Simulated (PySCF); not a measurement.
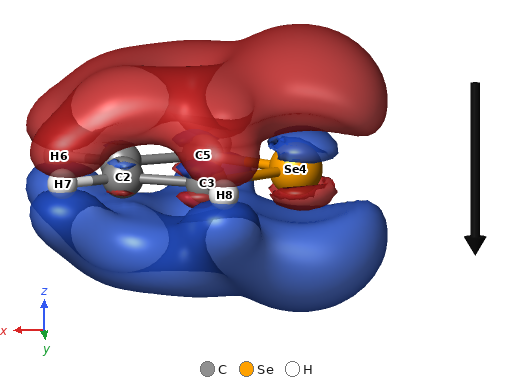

C4H4Se, SMILES `c1cc[se]c1`. Change of the electron density in a uniform field of 0.21 V/Å along −z (arrow), surfaces at ±0.0008 e/Å³ (red: gain, blue: loss).

Method: B3LYP/def2-SVPD; geometry: GFN2-xTB; program: PySCF. No frequency check shows the geometry to be a minimum. GFN2-xTB bond lengths at metals and heavier atoms can be off by up to 0.1 Å and shapes distorted, which carries into these values.

Q: What dipole is induced, and what polarisability does it imply?

A: The induced dipole is 0.48 D (along the field); α along this axis, from the fields in both directions, is 47 bohr³ (7.0 Å³).

Q: Which atoms gain and lose the most charge?

A: Hardly any: no atom's Hirshfeld charge changes by as much as 0.002 e. The density shifts from one side of each atom to the other; 0.044 electrons are displaced in all.

Run time: 45 s on 1 thread of Intel(R) Xeon(R) Platinum 8375C CPU @ 2.90GHz (Ice Lake) (shared host), peak memory 0.72 GiB.
